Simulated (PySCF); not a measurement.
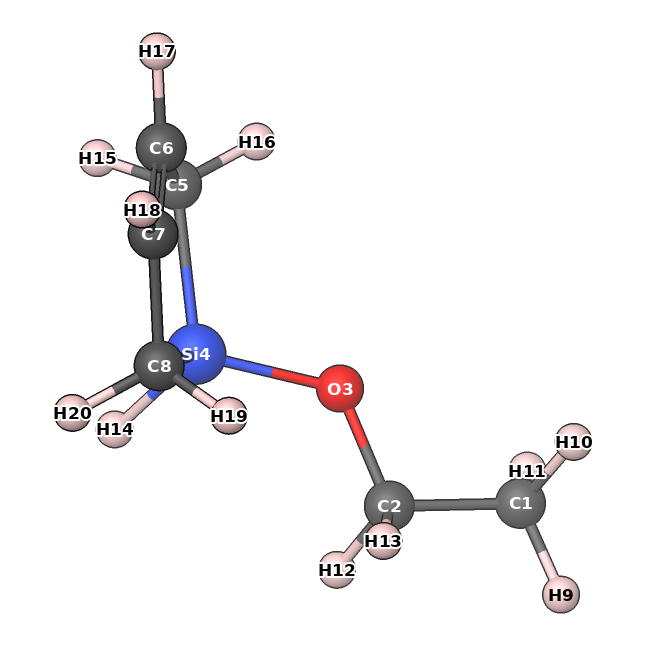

Si4 lies behind C8. The molecule seen a little off the C8–Si4 bond, C8 in front. Atoms fade into the background with distance from the viewer. The computed structure is the end point of a PBE0-D3(BJ)/def2-SVP optimisation. No frequency run is at hand to confirm it as a minimum.

Question: What is the torsion angle C7–C8–Si4–O3? The sign is positive where the front bond must turn clockwise to cover the back bond.

Answer: 105°, anticlinal. The bonds about C8–Si4 are eclipsed.
